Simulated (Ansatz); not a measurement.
# CdInCl3 (model cell, started as cubic perovskite with Cd in the octahedra): following an unstable mode, part 3 of 3

Wanted: the energy along a soft mode of CdInCl3 (model cell, started as cubic perovskite with Cd in the octahedra) and the structure at the end.

Ansatz 0.2.0; DFT PBEsol, scalar-relativistic, plane waves, PAW; PAW set soft_1.

So far. Step 5 (Energy along the mode, all amplitudes (two of the runs …): The lowest of the steps tried is the last one, at 0.6 Å, 22.7 meV/atom below the parent; the bottom of the well need not coincide with a step. Step 7 (The new phase in its own primitive cell): The largest force component left is 0.45 meV/Å and the pressure is -0.001 GPa, within the tolerances set. The cell now holds 26.15 Å³/atom. The relaxed cell has a = 7.049, c = 10.526 Å (conventional setting).

The structure was built from a prototype and need not be the compound's stable phase.

### 8. Modes of the new phase

A relaxed structure may still be a saddle point, so its zone-centre modes are computed. The response to a homogeneous field gives the Born charges and the dielectric tensor.

The input, input.yaml:

```yaml
crystal:
  lattice:
    - [-3.5245954568, 3.5245954568, 5.2630793726]
    - [3.5245954568, -3.5245954568, 5.2630793726]
    - [3.5245954568, 3.5245954568, -5.2630793726]
  atoms:
    - { symbol: In, position: [0.75, 0.25, 0.5] }
    - { symbol: In, position: [0.25, 0.75, 0.5] }
    - { symbol: Cd, position: [0.0, 0.0, 0.0] }
    - { symbol: Cd, position: [0.5, 0.5, 0.0] }
    - { symbol: Cl, position: [0.1824851708, 0.6824851708, 0.8649703416] }
    - { symbol: Cl, position: [0.8175148292, 0.3175148292, 0.1350296584] }
    - { symbol: Cl, position: [0.25, 0.25, 0.0] }
    - { symbol: Cl, position: [0.75, 0.75, 0.0] }
    - { symbol: Cl, position: [0.6824851708, 0.8175148292, 0.5] }
    - { symbol: Cl, position: [0.3175148292, 0.1824851708, 0.5] }
kpoints:
  mp_grid: { grid: [6, 6, 6] }
hamiltonian:
  xc: pbesol
  pseudopotentials: { kind: paw, azcp: { folder: soft_1 }, xc_functional: pbe }
scf:
  occupations: { method: fixed }
output:
  eigenvalues: true
phonons:
  method: dfpt
  dielectric: true
  rigid_motions: translations
```

The run is started by

```bash
$ ansatz run input.yaml --threads 4 --pin off --max-ram 16384MiB --backend cpu --events-out ev --progress --plain --runs-dir out
```

Numbers of over 12 decimals in the logs are rounded to 6 here.

What it wrote:

```text
[...]
Crystal: 10 atoms, lattice volume = 261.528 Å³
Basis set: ecut = 420 eV, 5141 PW (Γ), exchange–correlation on 100×100×100 points (8 copies of the dense FFT grid, shifted against one another)
Bands: 65, of which v1, the nominal top of the filled ones, is band 54 counted from 1 (53 counted from 0)
Symmetry: 16 space group operations
k-points: 112 of 216 (irreducible under 1 space group operation, time reversal used)
[...]
SCF iter   1: F=—  HF=-33796.585687 eV  |F-HF|=—  |Δ(HF+E_count)|=         —  Δρ=5.31e-2  dr2=8.65e0  ethr=3.10e-3  ⟨swp⟩=4.9  Hψ=23604  notcnv=0  defer=868
[...]
SCF iter  11: F=-33793.250432 eV  HF=-33793.250432 eV  |F-HF|=7.28e-12  |Δ(HF+E_count)|=  2.91e-10  Δρ=1.07e-7  dr2=3.35e-11  ethr=1.00e-12  ⟨swp⟩=19.3  Hψ=53169  notcnv=0
SCF 1 converged in 11 iterations: F = -33793.250432 eV  dr2 = 3.35e-11
[...]
NSCF: frozen V_eff on 4 k-points
DFPT response loops at Γ: preconditioner auto → Resta (q_TF=auto, 2.354 Å⁻¹)  ε∞=6.1 (no band partly filled); β = 1.00, the filter's whole step (`scf.mixing.beta` (0.50) is not read by the response loops at its default; to damp them type it under 1.00, their step now; it binds the ground state too); Broyden in place of MSR1
SCF converged after 11 iterations
Free energy (F): -33793.250432 eV
[...]
Internal energy: -33793.250432 eV  (E = F + TS)
E sigma→0 (E₀):  -33793.250432 eV
Fermi energy:    4.766434 eV
[...]
--- Band table (eV; the first three rows and the last of 112) ---
  k-point 0: bands = [... 50 lower, 3.5828, 3.8915, 3.9375, 4.2297, 6.3950, 9.9169, 9.9169, 10.0513, ... 7 higher]
  k-point 1: bands = [... 50 lower, 3.6678, 3.9071, 3.9188, 4.3234, 6.7391, 9.3276, 9.4640, 9.6884, ... 7 higher]
  k-point 2: bands = [... 50 lower, 3.5504, 3.9107, 4.3656, 4.5862, 7.5713, 8.2985, 8.9475, 9.2783, ... 7 higher]
  k-point 111: bands = [... 50 lower, 3.3234, 3.8917, 3.9385, 4.6210, 8.3889, 9.0112, 9.1304, 9.1304, ... 7 higher]
--- Phonons (Γ-DFPT): 8 representative perturbations + reference, on 112 of 216 k-points (Σ response iterations 28) ---
  k mesh reduced under 1 symmetry operation, with k and −k counted as one. Each operation leaves every solved perturbation unchanged. A smaller set is not considered because the run solves the response to a homogeneous field
  ASR residual: 7.612e-5 → 0.000e0 eV/Å²; symmetrization residual: 2.731e-5 eV/Å²
  ASR residual per site (eV/Å²): 4.50e-5 4.50e-5 1.51e-5 1.51e-5 4.96e-5 4.96e-5 7.61e-5 7.61e-5 4.96e-5 4.96e-5
  Γ frequencies (cm⁻¹): -39.40 -39.40 -4.75 -4.75 0.00 0.00 0.00 37.94 46.69 46.69 49.15 56.71 58.64 58.64 81.09 81.09 98.96 98.96 103.03 111.30 119.74 135.59 139.79 143.72 143.72 147.97 221.48 244.40 244.40 282.92
  ε∞ (high-frequency dielectric tensor):
        4.443456    -0.000000    -0.000000
        0.000000     4.443456     0.000000
        0.000000    -0.000000     4.653749
  softest optical mode at Γ: -39.40 cm⁻¹; the repairs (sum rule, projections) moved no ω² at Γ by more than (2.63 cm⁻¹)²
  Born effective charges Z* (e; rows j = field, columns β = displacement):
    site 0:
         1.76143   -0.00000   -0.00000
        -0.00000    1.76143    0.00000
         0.00000   -0.00000    2.51477
    site 1:
         1.76143   -0.00000   -0.00000
        -0.00000    1.76143    0.00000
         0.00000   -0.00000    2.51477
    site 2:
         2.68316    0.05149    0.00000
        -0.05149    2.68316   -0.00000
        -0.00000   -0.00000    2.71400
    site 3:
         2.68316   -0.05149    0.00000
         0.05149    2.68316   -0.00000
         0.00000    0.00000    2.71400
    site 4:
        -1.54889    0.36472    0.00000
         0.36472   -1.54889   -0.00000
        -0.00000   -0.00000   -1.52859
    site 5:
        -1.54889    0.36472   -0.00000
         0.36472   -1.54889   -0.00000
        -0.00000   -0.00000   -1.52859
    site 6:
        -1.34681   -0.00000   -0.00000
        -0.00000   -1.34681    0.00000
        -0.00000   -0.00000   -2.17158
    site 7:
        -1.34681   -0.00000   -0.00000
        -0.00000   -1.34681    0.00000
        -0.00000   -0.00000   -2.17158
    site 8:
        -1.54889   -0.36472    0.00000
        -0.36472   -1.54889    0.00000
        -0.00000    0.00000   -1.52859
    site 9:
        -1.54889   -0.36472    0.00000
        -0.36472   -1.54889   -0.00000
        -0.00000   -0.00000   -1.52859
  Z* charge neutrality: 1.917e-5 e pre-enforcement
  k-mesh period / interband length: 42.3 Å / 1.73 Å = 24.45 at k = (0.0000, 0.0000, -0.5000), direct gap 3.031 eV — 14 or more, which is no proof of convergence
  optical modes at Γ without the LO–TO term, one row a degenerate level:
      ω (cm⁻¹)  modes    IR ((D/Å)²/amu)
        -39.40      2             0.0000
         -4.75      2             7.3855
         37.94      1             5.9498
         46.69      2             0.0000
         49.15      1             0.0000
         56.71      1             7.2215
         58.64      2             4.1511
[...]
optical modes at Γ + LO–TO along q̂ = [1.0000, 0.0000, 0.0000]:
      ω (cm⁻¹)  modes    IR ((D/Å)²/amu)
[...]
optical modes at Γ + LO–TO along q̂ = [0.0000, 1.0000, 0.0000]:
      ω (cm⁻¹)  modes    IR ((D/Å)²/amu)
[...]
optical modes at Γ + LO–TO along q̂ = [0.0000, 0.0000, 1.0000]:
      ω (cm⁻¹)  modes    IR ((D/Å)²/amu)
[...]
98.96      2             0.0000
        103.03      1             0.0000
        111.30      1             0.0000
        119.74      1             0.0000
        135.59      1             0.0000
        139.79      1             0.0000
        143.01      1             7.0161
        143.72      2             2.7551
        147.97      1             0.0000
        244.40      2             9.3558
        249.45      1            10.7505
        282.92      1             0.0000
```

Elapsed: 14 min, on 4 threads of Arm Neoverse V2, shared host; peak memory 6.6 GiB.

Numbers from this step:

```yaml
sum_rule_residual_before_enforcement: 7.61e-5 eV/Å²
miss_of_the_charge_sum_rule: 1.92e-5 e
point_group: 4/mmm
highest_optical_mode_at_the_zone_centre_no_lo_to_term: 282.9 cm⁻¹
lowest_optical_zone_centre_mode: -39.4 cm⁻¹
mean_high_frequency_dielectric_constant: 4.514
largest_born_charge_third_of_the_trace: 2.693 e
top_of_the_zone_centre_spectrum_with_the_field: 282.9 cm⁻¹
```

Without the LO-TO term. Patterns of degenerate modes are one choice out of their space. The modes at Γ (shares of kinetic energy by element, %) (negative means imaginary):

```csv
mode,frequency (cm⁻¹),symmetry,In %,Cd %,Cl %
1,-39.4,Eg,40,0,60
2,-39.4,Eg,40,0,60
3,-4.8,Eu,53,5,42
4,-4.8,Eu,53,5,42
5,0.0,acoustic,34,34,32
6,0.0,acoustic,34,34,32
7,0.0,acoustic,34,34,32
8,37.9,A2u,64,10,27
9,46.7,Eg,60,0,40
10,46.7,Eg,60,0,40
11,49.1,B2g,100,0,0
12,56.7,A2u,2,48,51
13,58.6,Eu,10,44,47
14,58.6,Eu,10,44,47
15,81.1,Eu,3,25,72
16,81.1,Eu,3,25,72
17,99.0,Eg,0,0,100
18,99.0,Eg,0,0,100
19,103.0,B1u,0,0,100
20,111.3,A1g,0,0,100
21,119.7,A1u,0,100,0
22,135.6,B2g,0,0,100
23,139.8,A2g,0,0,100
24,143.7,Eu,0,79,21
25,143.7,Eu,0,79,21
26,148.0,B1g,0,0,100
27,221.5,A2u,0,9,91
28,244.4,Eu,0,13,87
29,244.4,Eu,0,13,87
30,282.9,A2g,0,0,100
```

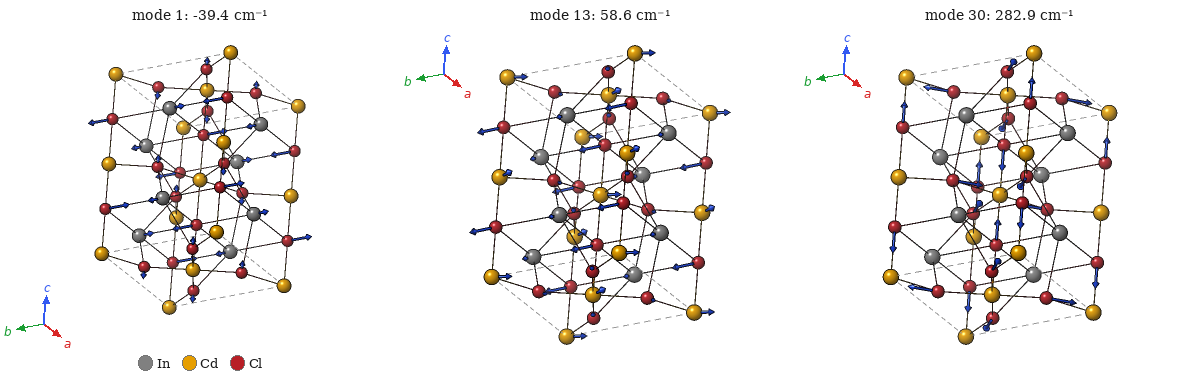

Displacement patterns of modes 1, 13 and 30 at Γ; arrows are exaggerated. Some periodic images of atoms are drawn too.

Optical modes at the zone centre, without and with the macroscopic field of the longitudinal modes; each column is sorted by frequency, so a row need not hold one and the same mode. Modes with and without the field, by row:

```
rank among optical modes  no field (cm⁻¹)  q along (1, 0, 0) (cm⁻¹)  q along (0, 0, 1) (cm⁻¹)
                       1            -39.4                     -39.4                     -39.4
                       2            -39.4                     -39.4                     -39.4
                       3             -4.8                      -4.8                      -4.8
                       4             -4.8                      37.9                      -4.8
                       5             37.9                      41.1                      46.7
                       6             46.7                      46.7                      46.7
                       7             46.7                      46.7                      46.9
                       8             49.1                      49.1                      49.1
                       9             56.7                      56.7                      58.6
                      10             58.6                      58.6                      58.6
                      11             58.6                        73                      81.1
                      12             81.1                      81.1                      81.1
                      13             81.1                        99                        99
                      14               99                        99                        99
                      15               99                       103                       103
                      16              103                     109.3                     111.3
                      17            111.3                     111.3                     119.7
                      18            119.7                     119.7                     135.6
                      19            135.6                     135.6                     139.8
                      20            139.8                     139.8                       143
                      21            143.7                     143.7                     143.7
                      22            143.7                       148                     143.7
                      23              148                     156.7                       148
                      24            221.5                     221.5                     244.4
                      25            244.4                     244.4                     244.4
                      26            244.4                     266.5                     249.4
                      27            282.9                     282.9                     282.9
```

Born charge (rows field, columns displacement) (e), principal values of the symmetric part by kind of site:

```csv
atom,atoms with these values,low,middle,high,mean
In1,2,1.76,1.76,2.51,2.01
Cd3,2,2.68,2.68,2.71,2.69
Cl5,4,-1.91,-1.53,-1.18,-1.54
Cl7,2,-2.17,-1.35,-1.35,-1.62
```

In full for Cl7:

```
-1.35  0.00  0.00
 0.00 -1.35  0.00
 0.00  0.00 -2.17
```

High-frequency dielectric tensor:

```
4.44 0.00 0.00
0.00 4.44 0.00
0.00 0.00 4.65
```

Transverse modes; imaginary modes are left out. Lines of the infrared spectrum (strongest = 100):

| position (cm⁻¹) | label | relative intensity |
| --- | --- | --- |
| 38 | A2u | 64 |
| 47 | Eg | 0.0 |
| 49 | B2g | 0.0 |
| 57 | A2u | 77 |
| 59 | Eu | 44 |
| 81 | Eu | 28 |
| 99 | Eg | 0.0 |
| 103 | B1u | 0.0 |
| 111 | A1g | 0.0 |
| 120 | A1u | 0.0 |
| 136 | B2g | 0.0 |
| 140 | A2g | 0.0 |
| 144 | Eu | 29 |
| 148 | B1g | 0.0 |
| 222 | A2u | 49 |
| 244 | Eu | 100 |
| 283 | A2g | 0.0 |

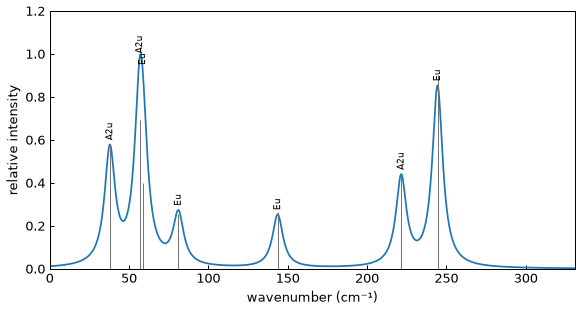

The infrared spectrum, broadened with Lorentzians of width 8 cm⁻¹; bars mark the lines.

Before it was imposed, the acoustic sum rule was missed by 7.6e-5 eV/Å² and the charge sum rule by 1.9e-5 e. Small misses are needed for a sound result but don't prove that mesh and cutoff are converged. The lowest optical mode is imaginary, 39.4i cm⁻¹, so the energy falls along it.

### 9. Outcome

| Item | Value |
| --- | --- |
| unstable mode of the parent | q = (-0.5, -0.5, -0.5), 71i cm⁻¹ |
| depth at the lowest point sampled | 22.7 meV/atom |
| largest atomic shift at that point | 0.6 Å |
| space group reached (within 0.01 Å) | I4/mcm |
| energy gained over the parent (first relaxation, on the mesh of the frozen mode) | 29.2 meV/atom |
| volume per atom, phase reached | 26.2 Å³ |
| gap on the k-mesh, phase reached | 1.63 eV |
| lowest optical zone-centre mode, phase reached | -39.4 cm⁻¹ |
| highest optical mode at the zone centre (no LO-TO term), phase reached | 283 cm⁻¹ |

Along this mode the structure falls into I4/mcm, 29.2 meV/atom below the parent. At the parent's cell the well is 22.72 meV/atom deep on the steps tried, with its lowest point at a shift of 0.6 Å. That is the last step tried, so the steps alone don't bracket the bottom of the well. Relaxing atoms and cell changes the gain by +6.48 meV/atom against the lowest step (energies at zero smearing). The new phase still has an imaginary mode at the zone centre of its cell, so it is a saddle point on the way to a lower structure. Of the 4 patterns followed to their end from this parent, this one ends 2.81 meV/atom above the lowest, Imma. Another end point lies within 1 meV/atom; how such a difference moves with mesh and cutoff was not tested. Each path keeps the symmetry of its pattern, so a lower phase may lie along a pattern not tried. The PAW files were made for PBE and serve the other functionals too. The starting cell was built on a prototype and not taken from a measurement, so the phase need not exist.

[Logs are printed without paths, hosts, clocks, repeated set-up lines and the standing remarks that a program may print on its own settings, such as how far it seeks lower states.]

[Hosts, paths, dates, database ids (printed as entryN), source tags and the programs' standing remarks are cut or masked in the printed files.]
